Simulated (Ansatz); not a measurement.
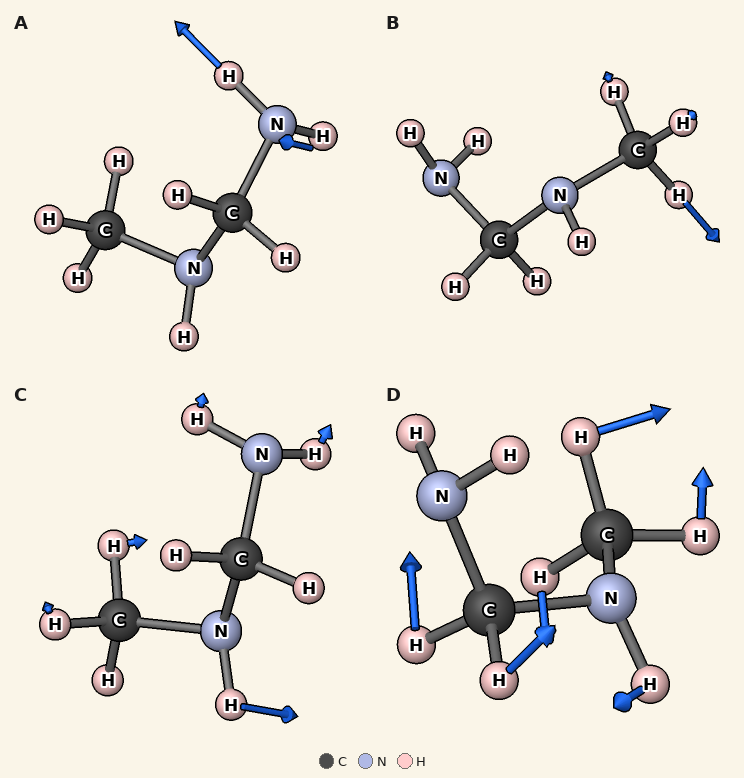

4 normal modes of one molecule or complex, as arrows. Harmonic vibrations computed with RKS PBE0-D4/def2-TZVP (Ansatz 0.2.0) at a stationary point of the same level.

> Match the panels to the wavenumbers 758 cm⁻¹, 1496 cm⁻¹, 2955 cm⁻¹, 3615 cm⁻¹.

A: 3615 cm⁻¹, out-of-phase stretching of 2 N–H bonds
B: 2955 cm⁻¹, C–H stretching
C: 758 cm⁻¹, C–N–H bending
D: 1496 cm⁻¹, H–C–H bending
